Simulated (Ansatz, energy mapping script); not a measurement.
# Spin model of MnS from collinear orders, part 2 of 2

How strongly do the moments of MnS couple under PBE+U (7 eV)? The plan is to run several orders and fit a Heisenberg model.

PBE with U = 7 eV on Mn d, ortho-atomic projectors; plane waves, U on orthogonalised atomic orbitals unless named otherwise, collinear spin, no spin–orbit coupling.

So far. Step 8 (Run 6 (uncompensated ++−; cell C, 6 atoms)): The run ends ferrimagnetic, 14.64 meV a magnetic atom below the parallel order of its cell. Step 9 (Run 7 (parallel; cell D, 6 atoms)): The run ends ferromagnetic. For each magnetic atom its energy differs from the parallel run of the first cell by 0.00 meV, an error that one common reference would have brought in.

The database entry behind the starting cell differs from later determinations by our own check (an axis about 0.2 % short against later determinations), so it need not match the best structure at ambient conditions.

### 10. Order 8: uncompensated ++−, cell D of 6 atoms

This order reverses 6.67 of the 12 neighbours at 3.68 Å, 2.67 of the 6 neighbours at 5.21 Å and 8 of the 24 neighbours at 6.38 Å, counted for an average magnetic atom.

input.yaml

```yaml
crystal:
  lattice:
    - [0.0, -2.6045, -2.6045]
    - [-5.209, 0.0, 0.0]
    - [2.6045, 5.209, -2.6045]
  atoms:
    - { symbol: Mn, position: [0.666666667, 0.666666667, 0.333333333], spin: 4.5 }
    - { symbol: Mn, position: [0.333333333, 0.333333333, 0.666666667], spin: 4.5 }
    - { symbol: Mn, position: [0.0, 0.0, 0.0], spin: -4.5 }
    - { symbol: S, position: [0.666666667, 0.166666667, 0.333333333] }
    - { symbol: S, position: [0.333333333, 0.833333333, 0.666666667] }
    - { symbol: S, position: [0.0, 0.5, 0.0] }
magnetization:
  spin_polarized: true
kpoints:
  mp_grid: { grid: [8, 8, 8] }
hamiltonian:
  xc: pbe
  hubbard:
    sites:
      - { species: Mn, l: d, u_eff: 7.0 }
      - { site: 0, l: d, u_eff: 7.0, starting_ns: [{ spin: up, occupation_matrix: mn1_major }, { spin: down, occupation_matrix: mn1_minor }] }
      - { site: 1, l: d, u_eff: 7.0, starting_ns: [{ spin: up, occupation_matrix: mn1_major }, { spin: down, occupation_matrix: mn1_minor }] }
      - { site: 2, l: d, u_eff: 7.0, starting_ns: [{ spin: up, occupation_matrix: mn1_minor }, { spin: down, occupation_matrix: mn1_major }] }
    projectors: ortho-atomic
    occupation_matrices:
      mn1_major:
        matrix:
          - [0.994, 0.0, 0.0, 0.0, 0.0]
          - [0.0, 0.999, 0.0, 0.0, 0.0]
          - [0.0, 0.0, 0.999, 0.0, 0.0]
          - [0.0, 0.0, 0.0, 0.994, 0.0]
          - [0.0, 0.0, 0.0, 0.0, 0.999]
      mn1_minor:
        matrix:
          - [0.082, 0.0, 0.0, 0.0, 0.0]
          - [0.0, 0.018, 0.0, 0.0, 0.0]
          - [0.0, 0.0, 0.018, 0.0, 0.0]
          - [0.0, 0.0, 0.0, 0.082, 0.0]
          - [0.0, 0.0, 0.0, 0.0, 0.018]
scf:
  occupations: { method: fermi_dirac, width: 0.05 }
output:
  eigenvalues: true
```

The run is started by

```sh
$ ansatz run input.yaml --threads 4 --pin off --max-ram 8192MiB --backend cpu --events-out ev --progress --plain --runs-dir out
```

The job ended after 18 s (4 threads of Arm Neoverse V1, shared host; peak memory 1 GiB).

The run ends ferrimagnetic, 14.45 meV a magnetic atom below the parallel order of its cell.

### 11. Mapping onto a Heisenberg model

Each energy difference is a sum of couplings weighted by the pairs that the order reverses. A few near shells are fitted to the differences by least squares. Energies are those extrapolated to zero occupation width, not the free energies F.

The orders that converged (zero: parallel moments in the same cell):

```tsv
order	atoms	energy (meV a magnetic atom)	moments (μB)	moments kept as typed	opposed neighbours at 3.68, 5.21, 6.38 Å
parallel in cell A	4	0.00	4.57	yes	0, 0, 0
compensated +− in cell A	4	-17.32	4.52	yes	6, 6, 12
parallel in cell B	4	0.00	4.57	yes	0, 0, 0
compensated +− in cell B	4	-9.83	4.56	yes	8, 0, 16
parallel in cell C	6	0.00	4.57	yes	0, 0, 0
uncompensated ++− in cell C	6	-14.64	4.52 to 4.55	yes	4, 4, 12
parallel in cell D	6	0.00	4.57	yes	0, 0, 0
uncompensated ++− in cell D	6	-14.45	4.53 to 4.55	yes	6.67, 2.67, 8
```

The Heisenberg fit (each pair counts twice, positive J is ferromagnetic):

```tsv
pair	distance (Å)	neighbours	J (meV)
Mn–Mn	3.68	12	-0.570
Mn–Mn	5.21	6	-0.928
Mn–Mn	6.38	24	-0.0416
```

Adding the shell at 7.37 Å gives -0.34, -0.83, -0.14 and -0.25 meV and a mean-field temperature of 20.5 K, an exact solve that tests nothing.

In mean field these couplings order at 43.1 K, at q = (0.50, 0.50, 0.50) in fractions of the conventional cell's reciprocal vectors, and give a Curie–Weiss temperature of -104 K.

### 12. Monte Carlo

Mean field ignores fluctuations and overstates the ordering temperature, so the model is also sampled. The heat capacity peaks where order sets in.

Classical unit spins with these couplings on 8×8×4 copies of a cell that holds the lowest order (512 spins), heat-bath sweeps, cooled from random directions, 1009 sweeps to settle and 3027 measured at each temperature, averaged over 4 runs.

```tsv
T (K)	order along the lowest pattern	net moment	heat capacity (k_B a spin)
5.17	0.44	0.01	1.06
8.84	0.49	0.01	1.12
14.3	0.35	0.01	1.20
18.0	0.33	0.01	1.28
21.7	0.33	0.01	1.41
27.2	0.26	0.02	1.85
30.9	0.19	0.02	1.62
34.5	0.14	0.02	0.91
38.2	0.11	0.02	0.54
43.7	0.09	0.02	0.33
47.4	0.08	0.02	0.27
```

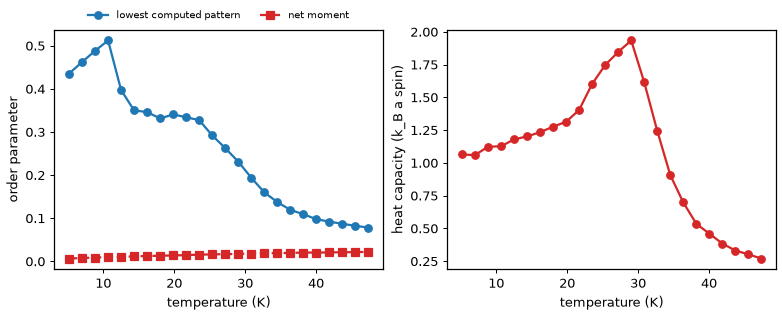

Order parameter and heat capacity against temperature.

The smoothed heat capacity peaks at 27.9 K. The order column follows one pattern alone; equivalent domains or another pattern share the rest.

### 13. Comparison

The first set of orders, under PBE+U (1 eV), took 4.7 min of CPU time summed over its finished orders (seed run apart), these 4.5 min.

```tsv
quantity	this set	first set
J at 3.68 Å, meV	-0.570	-2.82
J at 5.21 Å, meV	-0.928	-9.01
J at 6.38 Å, meV	-0.0416	-0.0642
ordering temperature, mean field, K	43.1	418
heat-capacity peak, Monte Carlo, K	27.9	281
```

The coupling that led in the first set goes from -9.01 to -0.928 meV.

### 14. Results

```yaml
lowest_order_tried: compensated +− in cell A
largest_fitted_value_mn_mn_at_5p21_a: -0.928 meV
ordering_temperature_mean_field: 43.1 K
heat_capacity_peak_monte_carlo: 27.9 K
```

What this shows: Of the orders tried, MnS prefers the order “compensated +− in cell A” under PBE+U (7 eV), with 6 of 12 neighbours at 3.68 Å, 6 of 6 neighbours at 5.21 Å and 12 of 24 neighbours at 6.38 Å opposed. The coupling at 5.21 Å is 0.10 times that of the first set, at 0.95 times the CPU time. The largest fitted coupling is the Mn–Mn pair at 5.21 Å, antiferromagnetic at -0.93 meV, across a ligand at about 180°. It also takes up the part of reversed shells that are not fitted, so neither its size nor its rank as a single path is established. The orders also reverse pairs at 7.37 Å, which are not fitted, so the fitted values hold their part too. With 4 differences for 3 couplings the fit misses by 1.7 meV at most, which is not small: farther shells, terms beyond the Heisenberg form or the mesh can cause that. In the fitted orders moments change by up to 1.2 % against the parallel run of the same cell, so their size stays put. One more shell, at 7.37 Å, moves the mean-field temperature from 43.1 to 20.5 K, so the temperatures, and any agreement with experiment, hang on where the fit is cut. Monte Carlo puts the peak at 0.65 of the mean-field temperature, since mean field leaves out fluctuations. In tests on simple cubic and body-centred models such peaks lay 5 to 6 % under the bulk value. On cooling, the order along the one computed pattern stays at or under 0.51: the model settles in an equivalent domain, a degenerate mixture or another order. The parallel order holds 5 μB a magnetic atom, spin 2.5; the common factor (S+1)/S would raise the classical 27.9 K to 39.1 K, a correction that often overshoots. The classical value and the one scaled by (S+1)/S differ by a factor of 1.4, so closeness of either to the measured temperature is partly a matter of convention.

Computed beside measured:

| quantity | measured | PBE+U (7 eV), Monte Carlo | PBE+U (7 eV), Monte Carlo × (S+1)/S |
| --- | --- | --- | --- |
| ordering temperature (spin model) (K) | 150 | 28 (-81.4 %) | 39 (-74.0 %) |

Measured values from arxiv:1108.4537 (2011).

How well it matches: The ordering temperature is off by -81.4 % at PBE+U (7 eV), Monte Carlo: a clear miss. No cell relaxation is part of this session.

[Logs and program files are shortened in this print: banners, set-up blocks, solver, clock and traceback lines can be left out without a mark of their own.]

[Logs are printed without paths, hosts, clocks, repeated set-up lines and the standing remarks that a program may print on its own settings, such as how far it seeks lower states.]

[Hosts, paths, dates, database ids (printed as entryN), source tags and the programs' standing remarks are cut or masked in the printed files.]

[Where a cell is said to come from a database of computed structures, the database is the Materials Project.]
